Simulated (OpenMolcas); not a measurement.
# TiH4O4 (SMILES O[Ti](O)(O)O) at 6 levels

Wanted: a comparison of 6 runs (HF/STO-3G, HF/3-21G, PBE0/def2-SVP, SVWN5/def2-SVP, r2SCAN/def2-SVP, revPBE/def2-SVP) of TiH4O4. 

Program for the calculation: OpenMolcas 26.06.

1 further run of the same task is left out (it didn't finish).

## (1) The structure to begin with

TiH4O4: 9 atoms, total charge 0, spin state singlet. SMILES: `O[Ti](O)(O)O`. One bond was lengthened or shortened from a relaxed shape.

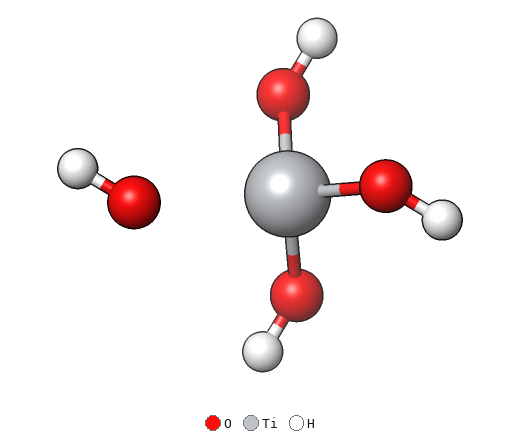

Viewed from a chosen angle; oxygen red, titanium light grey, hydrogen white.

## (2) A single-point energy at HF/STO-3G (run 1)

Input file mol.input:

```
>>> EXPORT MOLCAS_PRINT=2

&GATEWAY
 BasLib=$CurrDir
 BasisSet
 O.STO-3G....
 O1 -0.187912 1.902563 -1.909093 angstrom
 O3 1.651710 -0.715310 -0.066120 angstrom
 O4 -1.235630 -1.279200 -0.283830 angstrom
 O5 -0.290490 0.726280 1.622320 angstrom
 End of Basis
 BasisSet
 Ti.STO-3G....
 Ti2 0.000070 0.000090 -0.000050 angstrom
 End of Basis
 BasisSet
 H.STO-3G....
 H6 -0.876132 2.048123 -2.559273 angstrom
 H7 2.270980 -0.885970 0.644480 angstrom
 H8 -1.123140 -2.176250 -0.600550 angstrom
 H9 -0.334770 1.648010 1.879390 angstrom
 End of Basis

&SEWARD

&SCF
 Thresholds=1e-10 1e-07 1e-07 1e-05
 PrOrbitals=1
```

The basis set STO-3G is read from a file made from the Basis Set Exchange's data (not shown).

Run with:

```bash
$ export MOLCAS_MEM=1860
$ pymolcas mol.input > mol.log
```

Standard output:

```text
--- Start Module: gateway ---
[...]
--- Stop Module: gateway /rc=_RC_ALL_IS_WELL_ ---
--- Start Module: seward ---
[...]
      Basis functions           42
--- Stop Module: seward /rc=_RC_ALL_IS_WELL_ ---
--- Start Module: scf ---
[...]
       Convergence after  19 Iterations
[...]
::    Total SCF energy                              -1137.5876233557
[...]
      Total spin, S                                     0.0000000000
[...]
      Total electronic charge=   58.000000
      Total            charge=   -0.000000
[...]
      Dipole Moment (debye):
      Origin of the operator (angstrom)=   -0.0091    0.0930   -0.0934
                   X=  6.0983E-01               Y= -2.4060E+00               Z=  2.6260E+00           Total=  3.6134E+00
      Quadrupole Moment (debye*angstrom):
[...]
--- Stop Module: scf /rc=_RC_ALL_IS_WELL_ ---
[...]
```

Run time: 2.2 s. Hardware: 1 thread of Arm Neoverse V1, shared host; peak memory 0.38 GiB.

## (3) The energy at HF/3-21G (run 2)

Input file test.input:

```
* H4O4Ti Hartree-Fock

&GATEWAY
 BASLIB=$CurrDir
 COORD
 9
 angstrom
 O       -0.187912       1.902563      -1.909093
 Ti       0.000070       0.000090      -0.000050
 O        1.651710      -0.715310      -0.066120
 O       -1.235630      -1.279200      -0.283830
 O       -0.290490       0.726280       1.622320
 H       -0.876132       2.048123      -2.559273
 H        2.270980      -0.885970       0.644480
 H       -1.123140      -2.176250      -0.600550
 H       -0.334770       1.648010       1.879390
 BASIS=3-21G
 GROUP=NoSym

&SEWARD

&SCF
 THRESHOLDS=1e-10 1e-07 1e-07 1e-05
 PRORBITALS=1 1
```

The basis set 3-21G is read from a file made from the Basis Set Exchange's data (not shown).

Run with:

```bash
$ export MOLCAS_MEM=1860
$ pymolcas test.input > test.log
```

Standard output:

```text
--- Start Module: gateway ---
[...]
--- Stop Module: gateway /rc=_RC_ALL_IS_WELL_ ---
--- Start Module: seward ---
[...]
      Basis functions           71
--- Stop Module: seward /rc=_RC_ALL_IS_WELL_ ---
[...]
--- Start Module: scf ---
[...]
       Convergence after  18 Iterations
[...]
::    Total SCF energy                              -1144.4463285310
[...]
      Total spin, S                                     0.0000000000
[...]
      Total electronic charge=   58.000000
      Total            charge=   -0.000000
[...]
      Dipole Moment (debye):
      Origin of the operator (angstrom)=   -0.0091    0.0930   -0.0934
                   X=  7.4317E-01               Y= -3.1712E+00               Z=  3.4539E+00           Total=  4.7474E+00
      Quadrupole Moment (debye*angstrom):
[...]
--- Stop Module: scf /rc=_RC_ALL_IS_WELL_ ---
[...]
```

Run time: 4.2 s. Hardware: 1 thread of Arm Neoverse V1, shared host; peak memory 0.42 GiB.

Runs 3 to 5 aren't shown in full; the table further down has their settings and results.

## (4) A single-point energy at revPBE/def2-SVP (run 6)

Input file coord.xyz:

```xyz
9

O     -0.187912     1.902563    -1.909093
Ti     0.000070     0.000090    -0.000050
O      1.651710    -0.715310    -0.066120
O     -1.235630    -1.279200    -0.283830
O     -0.290490     0.726280     1.622320
H     -0.876132     2.048123    -2.559273
H      2.270980    -0.885970     0.644480
H     -1.123140    -2.176250    -0.600550
H     -0.334770     1.648010     1.879390
```

Input file mol.inp:

```
* H4O4Ti Kohn-Sham DFT
>>> EXPORT MOLCAS_PRINT=2
&GATEWAY
BasLib
$CurrDir
Coord
coord.xyz
Basis
def2-SVP
Group
NoSym
&SEWARD
GridInput
Grid=UltraFine
End of Grid
&SCF
KSDFT
revPBE
Thresholds
1e-10 1e-07 1e-07 1e-05
PrOrbitals
1 2
```

The basis set def2-SVP is read from a file made from the Basis Set Exchange's data (not shown).

Run with:

```bash
$ export MOLCAS_MEM=1860
$ pymolcas mol.inp > mol.log
```

Standard output:

```text
--- Start Module: gateway ---
[...]
--- Stop Module: gateway /rc=_RC_ALL_IS_WELL_ ---
--- Start Module: seward ---
[...]
      Basis functions          107
--- Stop Module: seward /rc=_RC_ALL_IS_WELL_ ---
[...]
--- Start Module: scf ---
[...]
       Convergence after  28 Iterations
[...]
::    Total KS-DFT energy                           -1152.3567668797
[...]
      Total spin, S                                     0.0000000000
[...]
      Total electronic charge=   58.000000
      Total            charge=   -0.000000
[...]
      Dipole Moment (debye):
      Origin of the operator (angstrom)=   -0.0091    0.0930   -0.0934
                   X=  5.3987E-01               Y= -2.2813E+00               Z=  2.4556E+00           Total=  3.3950E+00
      Quadrupole Moment (debye*angstrom):
[...]
--- Stop Module: scf /rc=_RC_ALL_IS_WELL_ ---
[...]
```

Run time: 56 s. Hardware: 1 thread of Arm Neoverse V1, shared host; peak memory 0.62 GiB.

## (5) Overview of the runs

```csv
run,level,integration grid,energy (Eh),dipole moment (D),HOMO energy (eV),LUMO energy (eV),wall time
1,HF/STO-3G,–,-1137.587623,3.61,-5.24,6.79,2.2 s
2,HF/3-21G,–,-1144.446329,4.75,-8.78,1.02,4.2 s
3,PBE0/def2-SVP,UltraFine,-1151.994153,3.96,-5.78,-2.53,48 s
4,SVWN5/def2-SVP,UltraFine,-1148.367041,3.35,-4.44,-3.20,47 s
5,r2SCAN/def2-SVP,UltraFine,-1152.368525,3.59,-4.61,-3.19,71 s
6,revPBE/def2-SVP,UltraFine,-1152.356767,3.39,-4.21,-2.99,56 s
```

## (6) Results

| quantity | value |
| --- | --- |
| run 6: total energy | -1152.35677 Eh |
| run 6: dipole moment | 3.39 D |
| run 6: HOMO energy | -4.21 eV |
| run 6: LUMO energy | -2.99 eV |
| run 6: HOMO–LUMO gap | 1.22 eV |

**Reading.** The dipole moment (its size) runs from 3.35 D (SVWN5/def2-SVP) to 4.75 D (HF/3-21G). The two ends differ in method and basis. The HOMO–LUMO gap runs from 1.22 eV (revPBE/def2-SVP) to 12.03 eV (HF/STO-3G). Totals of different functionals can't be ranked against each other. In run 1 the basis is minimal, so the values are rough. All runs together took 3.8 min, the longest 71 s.
